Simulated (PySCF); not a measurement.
# Geometry relaxation, with input and output: CH10Ge2OSi

- system: CH10Ge2OSi, SMILES C[Si](O)([GeH3])[GeH3]
- method: PBE0-D3(BJ)/def2-SVP geometry optimisation, gas phase (PySCF 2.14.0)

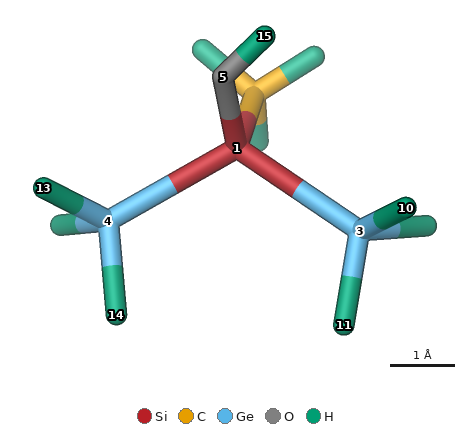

**Figure 1.** The starting structure (stick view, seen at a tilt; atoms are numbered from 1 in the order of the input). Sticks mark near contacts.

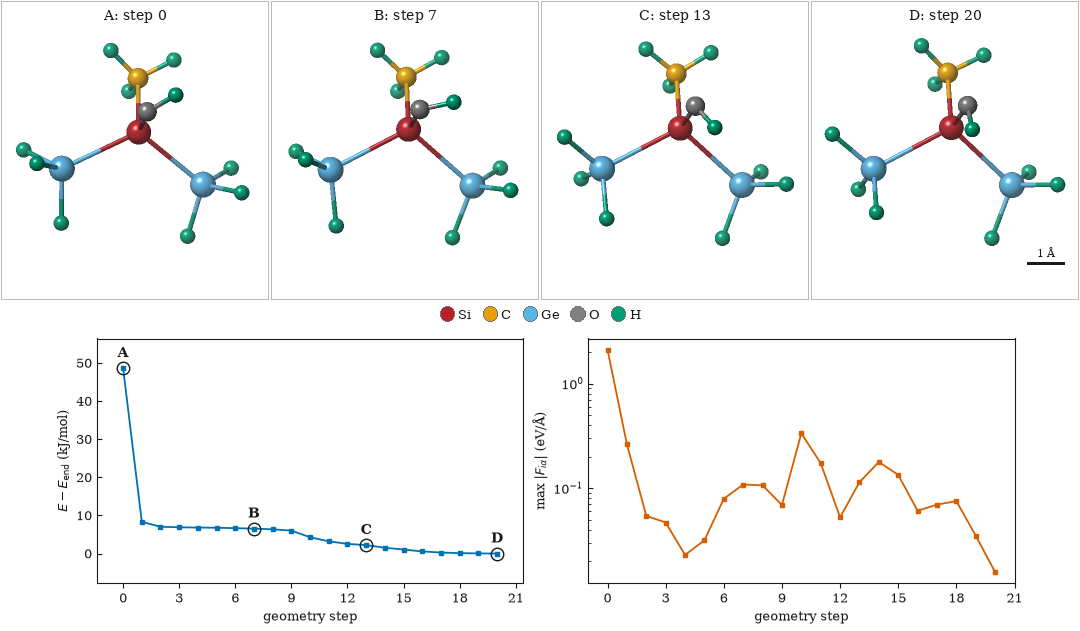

**Figure 2.** Frames of the relaxation (ball-and-stick view, seen at a tilt) above the curves, on which the letters mark them (steps are counted from 0).

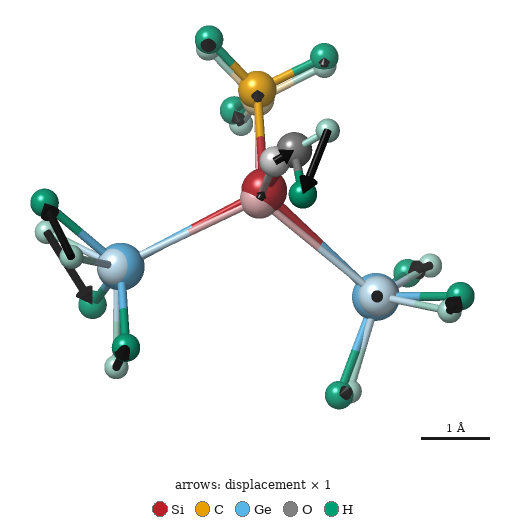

**Figure 3.** Start (faint) and end (solid) with the displacements as black arrows, at true length (ball-and-stick view, seen at a tilt). The two geometries are laid on each other by the best rigid fit. The energy falls by 48.6 kJ/mol in 20 geometry steps. The largest force component goes from 2.1 to 0.016 eV/Å. The largest move after the best rigid fit is that of H12, 1.35 Å. Largest moves by element: H 1.35 Å, O 0.33 Å, C 0.19 Å, Ge 0.16 Å, Si 0.14 Å. Among the contacts that change: Ge4–H13 1.447 → 1.543 Å, Ge3–H9 1.471 → 1.543 Å, Si1–Ge4 2.319 → 2.391 Å, Si1–C2 1.939 → 1.870 Å. Among the angles that change: Ge4–Si1–O5 101.3° → 110.4°, Ge3–Si1–Ge4 115.6° → 108.6°, Si1–O5–H15 123.2° → 116.4°. (Atoms are counted from 1 in the order of the input.)

The input that produced these results follows, with the program's output.

### Input
```
{"job": {"xc": "PBE0", "basis": "def2-SVP", "d3": "d3bj", "grid": 2, "kind": "geom", "shake": 0.01}, "charge": 0, "multiplicity": 1}
Si     0.325065     0.234141    -0.014582
C     -0.968787     1.586019    -0.521150
Ge     0.066983    -1.527998    -1.547518
Ge     0.117085    -0.345698     2.221508
O      1.824780     0.836723    -0.047154
H     -1.978525     1.215875    -0.403974
H     -0.860657     2.479353     0.097058
H     -0.828741     1.893180    -1.563773
H     -0.939731    -1.306742    -2.597150
H      1.323492    -1.863235    -2.314959
H     -0.322339    -2.849989    -0.946030
H     -1.083087     0.276764     2.931222
H      1.219472     0.001197     3.091777
H     -0.141548    -1.813953     2.462137
H      2.235616     1.158993    -0.832743
```

The first line tells a small driver script what to run in PySCF; the rest is the geometry in Å.

Command:
```bash
OMP_NUM_THREADS=1 python <driver script> task.json out
```

### Output
```
step   0  E = -4561.40481552  max force = 0.041012
step   1  E = -4561.42016622  max force = 0.005109
step   2  E = -4561.42066793  max force = 0.001055
step   3  E = -4561.42071224  max force = 0.000911
step   4  E = -4561.42074399  max force = 0.000445
step   5  E = -4561.42076294  max force = 0.000614
step   6  E = -4561.42080374  max force = 0.001535
step   7  E = -4561.42085132  max force = 0.002102
step   8  E = -4561.42091940  max force = 0.002064
step   9  E = -4561.42104934  max force = 0.001338
step  10  E = -4561.42171161  max force = 0.006491
step  11  E = -4561.42211923  max force = 0.003367
step  12  E = -4561.42237597  max force = 0.001019
step  13  E = -4561.42249733  max force = 0.002212
step  14  E = -4561.42275848  max force = 0.003450
step  15  E = -4561.42294407  max force = 0.002599
step  16  E = -4561.42312776  max force = 0.001179
step  17  E = -4561.42323918  max force = 0.001349
step  18  E = -4561.42329826  max force = 0.001459
step  19  E = -4561.42332723  max force = 0.000681
step  20  E = -4561.42334140  max force = 0.000306
optimisation converged
```

### Trajectory as extended XYZ (Å, eV, eV/Å), 15 of the 21 frames kept, from step=0 to step=20
```
15
Properties=species:S:1:pos:R:3:forces:R:3 step=0 energy=-124122.14723
Si    0.3251    0.2341   -0.0146   -2.1089   0.7181  -0.5646
C    -0.9688    1.5860   -0.5212    1.0588  -0.5490   0.2217
Ge    0.0670   -1.5280   -1.5475    0.5297  -0.3906   0.4464
Ge    0.1171   -0.3457    2.2215   -1.5492  -0.5016  -0.0593
O     1.8248    0.8367   -0.0471    1.5489   0.4108   0.7158
H    -1.9785    1.2159   -0.4040   -0.6501  -0.2638   0.0334
H    -0.8607    2.4794    0.0971    0.0686   0.2246   0.2719
H    -0.8287    1.8932   -1.5638    0.0232  -0.0467  -0.2266
H    -0.9397   -1.3067   -2.5972   -1.0507   0.4636  -0.9418
H     1.3235   -1.8632   -2.3150    0.6821   0.0543  -0.2297
H    -0.3223   -2.8500   -0.9460   -0.2129  -0.5790   0.5028
H    -1.0831    0.2768    2.9312   -0.3787   0.3249  -0.0868
H     1.2195    0.0012    3.0918    1.6886   0.5436   0.8826
H    -0.1416   -1.8139    2.4621   -0.0091  -0.6930  -0.1114
H     2.2356    1.1590   -0.8327    0.3599   0.2838  -0.8544
15
Properties=species:S:1:pos:R:3:forces:R:3 step=1 energy=-124122.56494
Si    0.2660    0.3100   -0.0468    0.0334  -0.0334  -0.0647
C    -1.0042    1.6221   -0.4853   -0.0822   0.0868  -0.0667
Ge    0.0277   -1.5315   -1.5751    0.0310  -0.2286  -0.1692
Ge   -0.0498   -0.3817    2.2135   -0.1927  -0.1570   0.2324
O     1.8343    0.9094   -0.1054   -0.0109   0.0098   0.0797
H    -2.0287    1.2292   -0.3642    0.0740  -0.0102   0.0020
H    -0.9002    2.5066    0.1642    0.0111  -0.0361   0.0038
H    -0.8974    1.9519   -1.5321   -0.0003  -0.0065   0.0198
H    -1.0507   -1.2261   -2.6551    0.1218  -0.0357   0.1235
H     1.3649   -1.8064   -2.3331   -0.2261   0.0661   0.1417
H    -0.3841   -2.8634   -0.8797    0.0689   0.2437  -0.0912
H    -1.2991    0.3086    2.8415    0.1893  -0.0938  -0.1384
H     1.1748    0.0076    3.0627    0.0017  -0.0108   0.0066
H    -0.2706   -1.9176    2.3532    0.0562   0.2627  -0.0640
H     2.1871    1.1818   -0.9581   -0.0751  -0.0571  -0.0154
15
Properties=species:S:1:pos:R:3:forces:R:3 step=3 energy=-124122.57980
Si    0.2609    0.3102   -0.0448   -0.0468  -0.0157  -0.0008
C    -1.0052    1.6276   -0.4904    0.0098   0.0159  -0.0041
Ge    0.0254   -1.5273   -1.5732   -0.0123   0.0058  -0.0107
Ge   -0.0460   -0.3849    2.2189    0.0135   0.0090   0.0132
O     1.8297    0.9039   -0.1009    0.0439   0.0344   0.0233
H    -2.0252    1.2283   -0.3713   -0.0023  -0.0058  -0.0001
H    -0.9017    2.5065    0.1652   -0.0030  -0.0025   0.0039
H    -0.8949    1.9592   -1.5353    0.0026   0.0000   0.0021
H    -1.0443   -1.2307   -2.6473   -0.0051   0.0005  -0.0039
H     1.3540   -1.7912   -2.3128    0.0155   0.0027  -0.0050
H    -0.3791   -2.8365   -0.8691   -0.0029  -0.0095   0.0130
H    -1.2921    0.2944    2.8248   -0.0108   0.0037  -0.0004
H     1.1748    0.0011    3.0745   -0.0037   0.0013  -0.0026
H    -0.2537   -1.9071    2.3301    0.0049  -0.0164  -0.0065
H     2.1674    1.1470   -0.9681   -0.0033  -0.0234  -0.0215
15
Properties=species:S:1:pos:R:3:forces:R:3 step=4 energy=-124122.58066
Si    0.2585    0.3129   -0.0437   -0.0189   0.0014   0.0093
C    -1.0051    1.6330   -0.4901    0.0129  -0.0084   0.0164
Ge    0.0230   -1.5249   -1.5724   -0.0010   0.0101   0.0162
Ge   -0.0449   -0.3851    2.2207   -0.0015   0.0034  -0.0229
O     1.8302    0.9035   -0.1023    0.0100   0.0219  -0.0150
H    -2.0245    1.2311   -0.3737   -0.0052   0.0027  -0.0038
H    -0.9034    2.5093    0.1691   -0.0042   0.0027  -0.0004
H    -0.8921    1.9667   -1.5339    0.0023   0.0035  -0.0014
H    -1.0474   -1.2331   -2.6463   -0.0082  -0.0009  -0.0091
H     1.3550   -1.7835   -2.3090    0.0048  -0.0040  -0.0057
H    -0.3774   -2.8315   -0.8602    0.0011  -0.0091  -0.0024
H    -1.2976    0.2863    2.8224   -0.0031  -0.0077   0.0066
H     1.1728    0.0048    3.0779   -0.0013   0.0055   0.0029
H    -0.2412   -1.9103    2.3201    0.0002  -0.0045   0.0071
H     2.1643    1.1213   -0.9782    0.0122  -0.0167   0.0021
15
Properties=species:S:1:pos:R:3:forces:R:3 step=6 energy=-124122.58229
Si    0.2520    0.3220   -0.0425    0.0669   0.0219   0.0054
C    -1.0044    1.6493   -0.4840   -0.0055  -0.0171   0.0171
Ge    0.0139   -1.5174   -1.5703    0.0021   0.0058   0.0223
Ge   -0.0444   -0.3844    2.2204   -0.0162  -0.0096  -0.0287
O     1.8316    0.9018   -0.1133   -0.0789  -0.0213  -0.0417
H    -2.0253    1.2468   -0.3802    0.0014   0.0077  -0.0038
H    -0.9082    2.5188    0.1849    0.0023   0.0034  -0.0028
H    -0.8815    1.9930   -1.5233    0.0029   0.0046  -0.0012
H    -1.0637   -1.2396   -2.6412   -0.0001  -0.0007   0.0013
H     1.3476   -1.7631   -2.3110   -0.0108  -0.0037  -0.0021
H    -0.3681   -2.8264   -0.8508    0.0047   0.0019  -0.0144
H    -1.3207    0.2459    2.8183    0.0049  -0.0120   0.0025
H     1.1569    0.0381    3.0849    0.0007   0.0091   0.0061
H    -0.1941   -1.9164    2.3104    0.0029   0.0109   0.0127
H     2.1784    1.0323   -1.0020    0.0229  -0.0009   0.0274
15
Properties=species:S:1:pos:R:3:forces:R:3 step=7 energy=-124122.58359
Si    0.2471    0.3291   -0.0426    0.1017   0.0203  -0.0016
C    -1.0031    1.6630   -0.4776   -0.0147  -0.0078   0.0056
Ge    0.0037   -1.5103   -1.5696   -0.0019  -0.0001   0.0110
Ge   -0.0439   -0.3833    2.2185   -0.0184  -0.0130  -0.0123
O     1.8313    0.8988   -0.1251   -0.1081  -0.0418  -0.0379
H    -2.0260    1.2625   -0.3859    0.0061   0.0065   0.0000
H    -0.9102    2.5261    0.2000    0.0063   0.0013  -0.0022
H    -0.8706    2.0171   -1.5122    0.0026   0.0022   0.0008
H    -1.0834   -1.2425   -2.6335    0.0039   0.0011   0.0085
H     1.3345   -1.7441   -2.3210   -0.0141  -0.0002   0.0001
H    -0.3591   -2.8247   -0.8497    0.0046   0.0074  -0.0128
H    -1.3444    0.2010    2.8110    0.0049  -0.0091  -0.0039
H     1.1364    0.0805    3.0911   -0.0004   0.0096   0.0051
H    -0.1416   -1.9198    2.3102    0.0076   0.0132   0.0093
H     2.1993    0.9474   -1.0134    0.0201   0.0104   0.0303
15
Properties=species:S:1:pos:R:3:forces:R:3 step=9 energy=-124122.58897
Si    0.2358    0.3459   -0.0505    0.0688  -0.0632  -0.0102
C    -0.9861    1.7106   -0.4533    0.0116   0.0491  -0.0241
Ge   -0.0526   -1.4841   -1.5771   -0.0150  -0.0104  -0.0400
Ge   -0.0371   -0.3797    2.2076   -0.0142  -0.0024   0.0386
O     1.8269    0.8796   -0.1825   -0.0567   0.0029   0.0236
H    -2.0179    1.3272   -0.4029    0.0086  -0.0058   0.0138
H    -0.8943    2.5466    0.2576    0.0069  -0.0026   0.0014
H    -0.8160    2.1041   -1.4682   -0.0059  -0.0108   0.0003
H    -1.1962   -1.2398   -2.5852    0.0023   0.0054   0.0163
H     1.2453   -1.6658   -2.4012   -0.0074   0.0072   0.0051
H    -0.3297   -2.8239   -0.8681   -0.0009   0.0075   0.0100
H    -1.4396   -0.0272    2.7475   -0.0093  -0.0008  -0.0180
H     1.0050    0.2987    3.1179   -0.0079   0.0066  -0.0008
H     0.1321   -1.9067    2.3384    0.0224   0.0034  -0.0069
H     2.2943    0.6151   -0.9799   -0.0034   0.0138  -0.0092
15
Properties=species:S:1:pos:R:3:forces:R:3 step=10 energy=-124122.60699
Si    0.2273    0.3515   -0.0862   -0.0221  -0.3318   0.0292
C    -0.9296    1.7802   -0.4291    0.1477   0.1674  -0.0229
Ge   -0.1807   -1.4592   -1.6022    0.0310   0.0045  -0.1592
Ge   -0.0069   -0.3788    2.1743   -0.0293   0.0444   0.0902
O     1.8171    0.8282   -0.3260   -0.0322   0.3338   0.0365
H    -1.9772    1.4427   -0.4337    0.0121  -0.0341   0.0119
H    -0.8234    2.5694    0.3317    0.0003  -0.0099   0.0062
H    -0.6969    2.2267   -1.4088   -0.0439  -0.0283  -0.0193
H    -1.4370   -1.2479   -2.4711   -0.0307  -0.0006   0.0179
H     1.0223   -1.5507   -2.5766   -0.0316   0.0016   0.0335
H    -0.3005   -2.8348   -0.9226   -0.0223  -0.0166   0.0587
H    -1.4845   -0.5145    2.5988   -0.0249  -0.0041  -0.0335
H     0.6505    0.6458    3.1242   -0.0033  -0.0114   0.0010
H     0.6615   -1.7455    2.4211    0.0381  -0.0084  -0.0280
H     2.4280    0.1873   -0.6937    0.0110  -0.1067  -0.0222
15
Properties=species:S:1:pos:R:3:forces:R:3 step=11 energy=-124122.61809
Si    0.2321    0.3467   -0.0855   -0.0188  -0.1731   0.0021
C    -0.9164    1.7816   -0.4317    0.0551   0.0801  -0.0051
Ge   -0.1852   -1.4641   -1.6057    0.0027  -0.0052  -0.0600
Ge   -0.0083   -0.3837    2.1765   -0.0218   0.0103   0.0435
O     1.8125    0.8580   -0.3240    0.0261   0.1553  -0.0159
H    -1.9628    1.4408   -0.4293   -0.0162   0.0020   0.0136
H    -0.8069    2.5725    0.3268    0.0067  -0.0087  -0.0024
H    -0.6918    2.2210   -1.4163   -0.0203  -0.0278  -0.0068
H    -1.4521   -1.2526   -2.4606   -0.0048   0.0056   0.0246
H     1.0098   -1.5657   -2.5839   -0.0066  -0.0061   0.0028
H    -0.3099   -2.8333   -0.9077   -0.0107   0.0165   0.0227
H    -1.4908   -0.5375    2.5812    0.0015  -0.0084  -0.0260
H     0.6325    0.6420    3.1357   -0.0087  -0.0061  -0.0007
H     0.6780   -1.7445    2.4146    0.0153   0.0060  -0.0128
H     2.4292    0.2193   -0.6898    0.0006  -0.0407   0.0204
15
Properties=species:S:1:pos:R:3:forces:R:3 step=13 energy=-124122.62838
Si    0.2480    0.3438   -0.0931    0.0301   0.1137  -0.0088
C    -0.9010    1.7820   -0.4381   -0.0565  -0.0656   0.0205
Ge   -0.1889   -1.4705   -1.6056    0.0005   0.0049   0.0393
Ge   -0.0073   -0.3975    2.1656    0.0071  -0.0273  -0.0389
O     1.8118    0.9208   -0.3265   -0.0194  -0.0796  -0.0612
H    -1.9509    1.4512   -0.4003    0.0020   0.0194   0.0125
H    -0.7637    2.5830    0.3043    0.0221   0.0127  -0.0113
H    -0.7024    2.1952   -1.4389    0.0058   0.0030  -0.0027
H    -1.4838   -1.2489   -2.4131    0.0038   0.0070  -0.0038
H     0.9767   -1.6106   -2.6096   -0.0008  -0.0094  -0.0123
H    -0.3255   -2.8150   -0.8617    0.0059   0.0020  -0.0134
H    -1.4956   -0.6201    2.5101    0.0036  -0.0138   0.0039
H     0.5642    0.6394    3.1534   -0.0124   0.0075   0.0055
H     0.7334   -1.7314    2.3961   -0.0018   0.0059   0.0148
H     2.4550    0.2793   -0.6423    0.0101   0.0196   0.0558
15
Properties=species:S:1:pos:R:3:forces:R:3 step=14 energy=-124122.63548
Si    0.2648    0.3515   -0.1077    0.0399   0.1774   0.0166
C    -0.8975    1.7809   -0.4455   -0.0266  -0.0556   0.0108
Ge   -0.1898   -1.4727   -1.6018   -0.0228   0.0107   0.0622
Ge   -0.0022   -0.4109    2.1432    0.0118  -0.0366  -0.0524
O     1.8143    0.9709   -0.3384   -0.0652  -0.1416  -0.0634
H    -1.9492    1.4688   -0.3514    0.0107  -0.0067   0.0082
H    -0.7141    2.6005    0.2661    0.0143   0.0150  -0.0145
H    -0.7372    2.1617   -1.4660   -0.0008   0.0177   0.0029
H    -1.5098   -1.2367   -2.3639    0.0090  -0.0066  -0.0207
H     0.9378   -1.6559   -2.6386    0.0093   0.0009  -0.0128
H    -0.3331   -2.7966   -0.8224    0.0109  -0.0101  -0.0277
H    -1.4863   -0.7293    2.4261    0.0060  -0.0096   0.0160
H     0.4697    0.6456    3.1619   -0.0121   0.0103   0.0060
H     0.8073   -1.7021    2.3876   -0.0005   0.0067   0.0177
H     2.4954    0.3249   -0.5490    0.0162   0.0282   0.0511
15
Properties=species:S:1:pos:R:3:forces:R:3 step=16 energy=-124122.64553
Si    0.2761    0.3671   -0.1275   -0.0286   0.0153   0.0411
C    -0.8998    1.7835   -0.4578    0.0606   0.0447  -0.0225
Ge   -0.1979   -1.4722   -1.5976   -0.0279   0.0098   0.0007
Ge    0.0083   -0.4241    2.1133   -0.0019  -0.0038   0.0040
O     1.8144    0.9976   -0.3671   -0.0086  -0.0419  -0.0356
H    -1.9447    1.4951   -0.2704   -0.0012  -0.0271   0.0021
H    -0.6477    2.6351    0.1935   -0.0170  -0.0017   0.0045
H    -0.8095    2.1157   -1.5038   -0.0156   0.0009   0.0039
H    -1.5332   -1.2300   -2.3333    0.0046  -0.0190  -0.0108
H     0.8957   -1.6835   -2.6650    0.0152   0.0211   0.0049
H    -0.3358   -2.7906   -0.8079    0.0031  -0.0078  -0.0102
H    -1.4468   -0.8915    2.3347    0.0033  -0.0019   0.0055
H     0.3252    0.6643    3.1597   -0.0044   0.0034  -0.0013
H     0.9254   -1.6325    2.3982    0.0122   0.0077  -0.0041
H     2.5401    0.3667   -0.3688    0.0061   0.0004   0.0180
15
Properties=species:S:1:pos:R:3:forces:R:3 step=17 energy=-124122.64856
Si    0.2691    0.3686   -0.1282   -0.0519  -0.0694   0.0310
C    -0.9022    1.7870   -0.4603    0.0617   0.0588  -0.0175
Ge   -0.2035   -1.4699   -1.6009   -0.0127   0.0059  -0.0329
Ge    0.0102   -0.4215    2.1138   -0.0113   0.0158   0.0254
O     1.8124    0.9778   -0.3751    0.0264   0.0313  -0.0262
H    -1.9440    1.4984   -0.2556   -0.0050  -0.0170  -0.0012
H    -0.6419    2.6447    0.1796   -0.0194  -0.0074   0.0102
H    -0.8278    2.1109   -1.5101   -0.0104  -0.0093   0.0012
H    -1.5321   -1.2378   -2.3520   -0.0005  -0.0128   0.0026
H     0.9013   -1.6609   -2.6620    0.0091   0.0186   0.0110
H    -0.3327   -2.7996   -0.8291   -0.0010  -0.0014   0.0037
H    -1.4338   -0.9192    2.3402    0.0017  -0.0035  -0.0024
H     0.3014    0.6783    3.1565   -0.0008  -0.0002  -0.0037
H     0.9542   -1.6068    2.4071    0.0140   0.0053  -0.0112
H     2.5392    0.3508   -0.3237    0.0000  -0.0148   0.0097
15
Properties=species:S:1:pos:R:3:forces:R:3 step=19 energy=-124122.65096
Si    0.2538    0.3617   -0.1250   -0.0221  -0.0350  -0.0030
C    -0.9023    1.7909   -0.4634   -0.0020   0.0047   0.0054
Ge   -0.2104   -1.4672   -1.6125    0.0041  -0.0001  -0.0135
Ge    0.0083   -0.4154    2.1229   -0.0006   0.0117   0.0084
O     1.8050    0.9514   -0.3781    0.0207   0.0240   0.0015
H    -1.9438    1.4995   -0.2573   -0.0025   0.0054  -0.0081
H    -0.6454    2.6493    0.1763   -0.0022  -0.0038   0.0043
H    -0.8320    2.1092   -1.5148    0.0064  -0.0004  -0.0007
H    -1.5321   -1.2537   -2.3802   -0.0023   0.0020   0.0070
H     0.9165   -1.6170   -2.6572   -0.0014   0.0017   0.0009
H    -0.3241   -2.8105   -0.8615    0.0022   0.0018   0.0038
H    -1.4194   -0.9507    2.3626    0.0018  -0.0059  -0.0018
H     0.2787    0.6998    3.1545   -0.0020   0.0010  -0.0026
H     0.9913   -1.5694    2.4138    0.0037   0.0007  -0.0019
H     2.5260    0.3228   -0.2798   -0.0036  -0.0078   0.0002
15
Properties=species:S:1:pos:R:3:forces:R:3 step=20 energy=-124122.65134
Si    0.2495    0.3583   -0.1238   -0.0034   0.0023  -0.0103
C    -0.9025    1.7907   -0.4645   -0.0157  -0.0132   0.0068
Ge   -0.2104   -1.4670   -1.6168    0.0041  -0.0012   0.0034
Ge    0.0069   -0.4145    2.1257    0.0043   0.0024  -0.0033
O     1.8022    0.9485   -0.3748    0.0043  -0.0006   0.0095
H    -1.9459    1.5004   -0.2662   -0.0002   0.0056  -0.0071
H    -0.6491    2.6468    0.1795    0.0024  -0.0004   0.0014
H    -0.8255    2.1108   -1.5149    0.0093   0.0051   0.0003
H    -1.5336   -1.2572   -2.3824   -0.0016   0.0034   0.0035
H     0.9188   -1.6064   -2.6600   -0.0034  -0.0022  -0.0040
H    -0.3182   -2.8123   -0.8685    0.0041   0.0007  -0.0006
H    -1.4149   -0.9637    2.3674    0.0013  -0.0052   0.0011
H     0.2692    0.7058    3.1535   -0.0034   0.0021  -0.0010
H     1.0028   -1.5579    2.4159    0.0002   0.0009   0.0026
H     2.5209    0.3181   -0.2698   -0.0024   0.0004  -0.0023
```

### Results in brief

```json
{"quantity": "outcome", "value": "converged"}
{"quantity": "total energy", "value": "−4561.423341 hartree"}
{"quantity": "dipole moment", "value": "0.23 D"}
{"quantity": "point group", "value": "C1"}
{"quantity": "hardware", "value": "1 CPU thread, shared host"}
{"quantity": "wall time", "value": "7.4 min"}
{"quantity": "peak memory", "value": "0.83 GiB"}
```
